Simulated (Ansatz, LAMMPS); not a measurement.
# Localised basis functions on Na+ TFSI- in fluoroethylene carbonate at 400 K (76 atoms), part 2 of 2

Aim: test how closely localised support functions follow the reference on Na+ TFSI- in fluoroethylene carbonate at 400 K (76 atoms), and at what cost. A setting counts as converged where the r.m.s. difference of forces stays under 1 % of the r.m.s. force.

Ansatz 0.2.0; Kohn-Sham DFT, PBEsol, PAW (set soft_2), plane waves.

The cell: 1 N, 2 S, 22 O, 20 C, 12 F, 18 H and 1 Na. The network of contacts between molecules at the start is that of the classical potential that made the cell. The functional has no dispersion term. The density was typed from a rule of thumb and may lie off the real one at this temperature. Only the Γ point is sampled, in a cell whose shortest periodic width is 10 Å.

So far. Step 3 (Plane-wave single point): The stored curve holds about 314 of the 340 electrons; the rest, give or take the few that broadening carries across the Fermi level, lie in deeper levels below its range.

## Step 3: Plane-wave single point (continued)

The levels nearest the highest filled one (over half full), pooled over k-points and spins:

| level less the highest filled one (eV) | occupation |
| --- | --- |
| -0.392 | 2 |
| -0.321 | 2 |
| -0.243 | 2 |
| -0.233 | 2 |
| -0.121 | 2 |
| 0 | 2 |
| 5.19 | 0 |
| 5.26 | 0 |
| 5.37 | 0 |
| 5.42 | 0 |
| 5.49 | 0 |
| 5.51 | 0 |

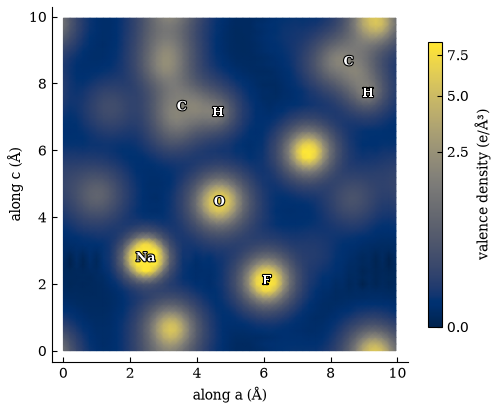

Valence density in the ac plane at fractional y = 0.074, with atoms of O and F and C and H and Na within 0.2 Å of it. It is the smooth field of the valence electrons, not physical close to the nuclei. The colour scale is stretched toward low values.

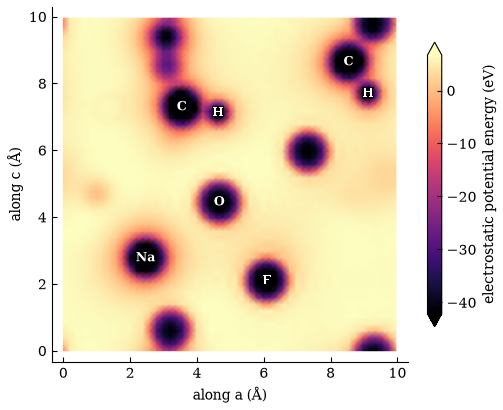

Electrostatic potential energy in the ac plane at fractional y = 0.074, with atoms of O and F and C and H and Na within 0.2 Å of it. With pseudopotentials it is smooth inside the atoms' cores, unlike the true potential.

Mean intrinsic-atomic-orbital charges: C +0.28, F -0.28, H +0.22, N -1.02, Na +0.77, O -0.46 e.

## Step 4: Structure statistics

These statistics describe the geometry on which the runs were made.

Density 1.58 g/cm³, 12.97 Å³ an atom.

g(r), total and by pair (bins of 0.2 Å):

| r (Å) | total | O-O | O-C | O-H | O-F | O-S | O-N |
| --- | --- | --- | --- | --- | --- | --- | --- |
| 1.00 | 1.30 | 0.00 | 0.00 | 0.00 | 0.00 | 0.00 | 0.00 |
| 1.20 | 1.36 | 0.00 | 3.48 | 0.00 | 0.00 | 0.00 | 0.00 |
| 1.40 | 2.91 | 0.00 | 10.95 | 0.00 | 0.00 | 16.70 | 0.00 |
| 1.60 | 0.33 | 0.00 | 0.00 | 0.00 | 0.00 | 0.00 | 0.00 |
| 1.80 | 0.34 | 0.00 | 0.00 | 0.00 | 0.00 | 0.00 | 0.00 |
| 2.00 | 0.62 | 0.00 | 0.00 | 2.64 | 0.34 | 0.00 | 0.00 |
| 2.20 | 1.84 | 2.22 | 1.23 | 1.48 | 1.19 | 0.00 | 0.00 |
| 2.40 | 0.89 | 4.14 | 0.97 | 0.00 | 0.28 | 0.00 | 3.04 |
| 2.60 | 0.81 | 0.00 | 0.39 | 1.64 | 0.42 | 0.00 | 7.65 |
| 2.80 | 0.78 | 0.40 | 0.11 | 1.52 | 1.91 | 0.00 | 0.00 |
| 3.00 | 0.73 | 0.34 | 0.38 | 0.78 | 1.68 | 1.00 | 0.00 |
| 3.20 | 0.90 | 0.79 | 0.70 | 1.73 | 0.57 | 0.85 | 0.00 |
| 3.40 | 0.98 | 0.97 | 1.69 | 0.87 | 1.30 | 0.00 | 0.00 |
| 3.60 | 0.66 | 0.26 | 0.69 | 0.77 | 1.37 | 0.70 | 0.00 |
| 3.80 | 0.90 | 0.65 | 0.81 | 0.82 | 1.54 | 1.79 | 1.19 |
| 4.00 | 0.79 | 0.91 | 0.66 | 1.11 | 0.66 | 0.00 | 0.00 |
| 4.20 | 1.04 | 0.74 | 0.92 | 1.34 | 1.00 | 0.00 | 0.00 |
| 4.40 | 1.14 | 1.01 | 1.10 | 1.03 | 1.31 | 0.46 | 0.91 |
| 4.60 | 1.03 | 1.30 | 1.30 | 0.79 | 1.33 | 0.83 | 0.81 |
| 4.80 | 0.97 | 1.20 | 0.81 | 0.77 | 0.84 | 0.38 | 0.00 |

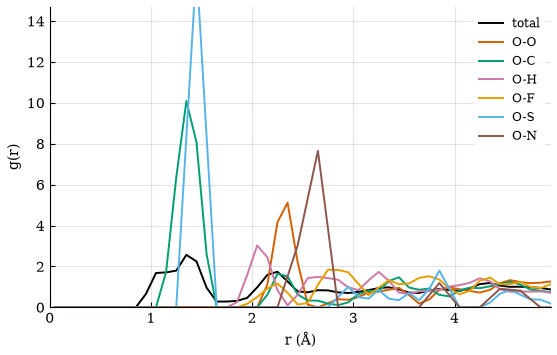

Pair distribution functions, lightly smoothed, with peaks cut at 14.

Local excerpt of 10 atoms (numbers count through the whole input) about F46, picked at random; x, y, z are measured from there.

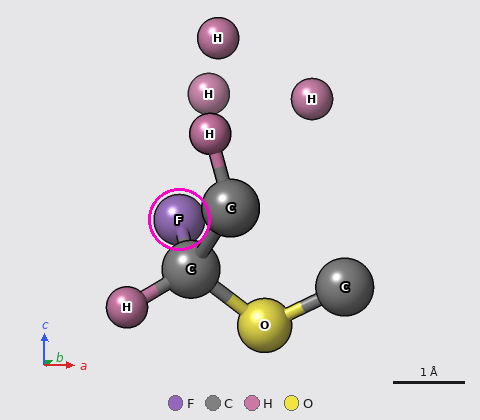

The atoms of the table, within 2.8 Å (arrows a, b, c point along x, y, z); some may hide others; the central atom is ringed.

| atom | x | y | z | distance (Å) | intrinsic-atomic-orbital charge (e) | Fx | Fy | Fz (eV/Å) |
| --- | --- | --- | --- | --- | --- | --- | --- | --- |
| F46 | 0.00 | 0.00 | 0.00 | 0.00 | -0.30 | -1.48 | 0.42 | 1.21 |
| C47 | 0.34 | -1.16 | -0.62 | 1.36 | 0.30 | -0.78 | -0.86 | 1.19 |
| H53 | -0.49 | -1.63 | -1.15 | 2.06 | 0.23 | -0.15 | 0.49 | -0.29 |
| O52 | 1.35 | -0.70 | -1.41 | 2.07 | -0.28 | 0.74 | -0.02 | -2.61 |
| C48 | 1.02 | -2.12 | 0.33 | 2.38 | -0.19 | 1.07 | 0.73 | 0.81 |
| H64 | 1.80 | 0.34 | 1.75 | 2.53 | 0.19 | 0.54 | 0.20 | 0.51 |
| H63 | 0.11 | 1.94 | 1.66 | 2.56 | 0.20 | 0.23 | 0.30 | 0.97 |
| H55 | 0.70 | -2.14 | 1.37 | 2.64 | 0.22 | -0.57 | 0.35 | 0.23 |
| H65 | 0.55 | -0.46 | 2.62 | 2.71 | 0.20 | -0.09 | 0.06 | 0.81 |
| C50 | 2.50 | -0.88 | -0.81 | 2.77 | 0.64 | 6.35 | -0.45 | -0.47 |

## Step 5: Support functions medium

With localised support functions most steps grow linearly with size, though the diagonalisation grows faster unless the density matrix is cut; this run measures error and cost at this size. Besides, the program derives a nominal cutoff of 631 eV for this run, against the reference's 420.

This step: Kohn-Sham DFT, PBEsol, PAW (set soft_2), localised support functions (medium) (Ansatz 0.2.0).

Input file input.yaml:

```yaml
crystal:
  lattice:
    - [9.95338, 0.0, 0.0]
    - [0.0, 9.95338, 0.0]
    - [0.0, 0.0, 9.95338]
  atoms:
    [... the 76 atom lines of step 3 ...]
kpoints:
  mp_grid: { grid: [1, 1, 1] }
hamiltonian:
  xc: pbesol
scf:
  occupations: { method: gaussian, width: 0.025 }
  eigensolver: { kind: { support_functions: { accuracy: medium } } }
  max_iter: 150
output:
  forces: true
  eigenvalues: true
```

On the command line:

```bash
$ ansatz run input.yaml --threads 8 --pin off --max-ram 15872MiB --backend cpu --events-out ev --progress --plain --runs-dir out
```

Numbers of over 12 decimals in the logs are rounded to 6 here.

Output:

```text
Warning: scf.eigensolver.kind.support_functions: disabling space-group detection — the functions' gradient is summed over unrotated k-points, so no spatial operation reduces the k-mesh or symmetrises the density; time reversal is kept, so that k and −k are solved as one point where they differ and the mesh holds both, and exact exchange and, on two spinor components, a DFT+U term hold to it where the run has them: [...]
Warning: basis.ecutwfc = 631 eV, auto-derived: no grid that the accuracy of the support functions lays serves the files at the lower one that their records recommend; a deck with other species or settings can derive another value
settings of this run that can trade accuracy for cost: scf.eigensolver.kind.support_functions [...]
[...]
Crystal: 76 atoms, lattice volume = 986.079 Å³
Basis set: ecut = 631 eV, 35513 PW (Γ), exchange–correlation on 180×180×180 points (8 copies of the dense FFT grid, shifted against one another)
Bands: 204, of which v1, the nominal top of the filled ones, is band 170 counted from 1 (169 counted from 0)
Symmetry: 1 space group operations
k-points: 1
[...]
SCF iter   1: F=—  HF=-30789.195312 eV  |F-HF|=—  |Δ(HF+E_count)|=         —  Δρ=1.32e-1  dr2=2.16e2  ethr=1.00e-1
[...]
SCF iter  16: F=—  HF=-30761.187232 eV  |F-HF|=—  |Δ(HF+E_count)|=   4.27e-4  Δρ=9.67e-6  dr2=1.54e-6  ethr=1.31e-9  κ⁻¹=1.4e-4(r=7)
SCF iter  17: F=-30761.187232 eV  HF=-30761.187232 eV  |F-HF|=4.57e-8  |Δ(HF+E_count)|=   1.01e-7  Δρ=3.75e-6  dr2=3.77e-7  ethr=4.52e-10
SCF 1 converged in 17 iterations: F = -30761.193258 eV  dr2 = 3.77e-7
[...]
SCF converged after 17 iterations
Stability not checked: this state was not tested for a lower state beside it, because the mixer in use, unlike msr1, does not test its closes by its own steps (another_mixer; see scf.mixing.algorithm and scf.lower_state_search)
Free energy (F): -30761.193258 eV
[...]
Internal energy: -30761.193258 eV  (E = F + TS)
E sigma→0 (E₀):  -30761.193258 eV
Fermi energy:    1.902096 eV
[...]
Σ components = -30761.193258   (vs F -30761.193258, Δ=0.00e0)
--- Forces (eV/Å), atoms counted from 1 ---
  atom   1  N      0.66594466    -0.51309216    -1.34098731
  atom   2  S      2.84503121     3.69401091    -0.48873420
  atom   3  O     -1.55297187    -1.71162532     0.03550210
  atom   4  O     -0.45555762    -1.31441405    -0.42880373
[...]
atom  76  Na    -0.27488982     0.08295540     0.24659669
  max |Σ_I F_I| component: 1.56e-3 eV/Å
--- Band table (eV) ---
[...]
```

Run time: 41 s. Hardware: 8 threads of Arm Neoverse V2, shared host; peak memory 2.9 GiB; 5 min of CPU time.

The program notes that the band table was not solved further than the SCF left it and it switched symmetry off.

Keys that differ from the reference: support_functions.accuracy = "medium" and scf.max_iter = 150.

Forces differ from the reference by 5.6 meV/Å r.m.s., 0.45 % of their size, within a tolerance of 1 %; the energy by -6.1 meV/atom. It took 41 s and 17 cycles; the reference's time can't be set against it, since the two runs asked for unlike analyses.

## Step 6: All settings compared

Each row is set against the plane-wave reference (Kohn-Sham DFT, PBEsol, PAW (set soft_2), plane waves; r.m.s. force component 1.25 eV/Å). Energies are set beside the reference only for runs with its functional, potentials and electron count. Times are for 8 threads of Arm Neoverse V2, shared host. The reference's time includes the DOS, the stress and grids, which some other runs skip.

| run | Δ force, r.m.s. (meV/Å) | share of r.m.s. force (%) | Δ energy (meV/atom) | Δ gap (eV) | cycles | time | host memory (GiB) |
| --- | --- | --- | --- | --- | --- | --- | --- |
| reference | - | - | - | - | 11 | 5 s | 1.2 |
| support functions medium | 5.58 | 0.447 | -6.09 | -1.0e-4 | 17 | 41 s | 2.9 |

## Step 7: Summary of results

| Item | Value |
| --- | --- |
| free energy per atom | -404.7465 eV/atom |
| pressure | 0.6985 GPa |
| r.m.s. force component | 1.247 eV/Å |
| gap (highest filled to lowest empty level) | 5.189 eV |
| wall time of the 2 DFT runs | 46 s |

**Reading.** Against plane waves at 420 eV, the forces differ by 5.6 meV/Å (0.45 %) with support functions medium. At 76 atoms the run with support functions medium takes roughly 8.2 times the time of plane waves (whose run also made extra analyses, so the like-for-like ratio is larger), in 17 SCF cycles against 11. In energy the support functions at preset levels lie below plane waves at 420 eV. Their grid holds more waves than that cutoff, so part of the difference is likely the reference's own basis error.

The highest filled and lowest empty levels differ by 5.19 eV (at Γ alone); a semilocal functional tends to put such gaps too low. In a disordered cell it changes from sample to sample and from frame to frame.

**Limits.** The force components of 1.2 eV/Å r.m.s. reflect the temperature of the frame as well as the gap between the generating potential and DFT, above all in bond lengths inside molecules. The pressure of a single frame lacks the kinetic term.

[Logs are printed without paths, hosts, clocks, repeated set-up lines and the standing remarks that a program may print on its own settings, such as how far it seeks lower states.]

[Hosts, paths, dates, database ids (printed as entryN), source tags and the programs' standing remarks are cut or masked in the printed files.]
